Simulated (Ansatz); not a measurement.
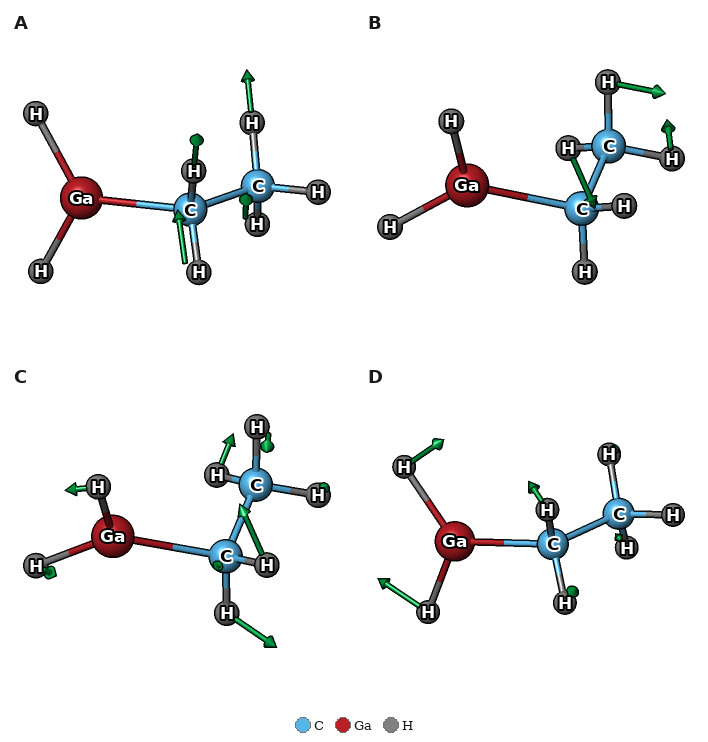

4 normal modes of one molecule or complex, as arrows. Harmonic vibrations computed with RKS PBE0-D4/def2-TZVP (Ansatz 0.2.0) at a stationary point of the same level. It is a saddle point of order 1.

### Match the panels to the wavenumbers 420 cm⁻¹, 705 cm⁻¹, 1493 cm⁻¹, 3114 cm⁻¹.

A: 3114 cm⁻¹, out-of-phase stretching of 4 C–H bonds
B: 1493 cm⁻¹, H–C–H bending
C: 705 cm⁻¹, angle bending
D: 420 cm⁻¹, C–Ga–H bending
